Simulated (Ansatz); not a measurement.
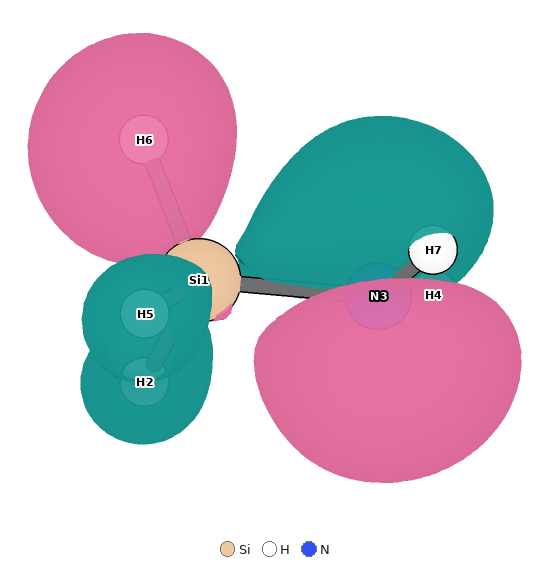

Figure. H5NSi. The HOMO at ±0.08 Å⁻³ᐟ² (teal and pink are the two phases), seen from one side.

The reactant side of a reaction path; geometry: PBE0-D4/def2-TZVP.

Level of theory: Ansatz 0.2.0, RKS PBE0-D4/def2-TZVPP.

```xyz
7

Si   -0.4914   -0.3290    0.2914
H    -0.1114   -0.7406    1.6675
N     0.7750    0.6512   -0.3365
H     1.7285    0.3320   -0.2768
H    -1.7312    0.4893    0.3168
H    -0.7964   -1.5741   -0.4762
H     0.6270    1.1715   -1.1862
```

Question: Describe this orbital and give its energy.

Answer: By Hirshfeld shares it lies mainly on N3 (about 60 %), Si1 (about 15 %) and H6 (about 10 %). Its energy is −7.42 eV.
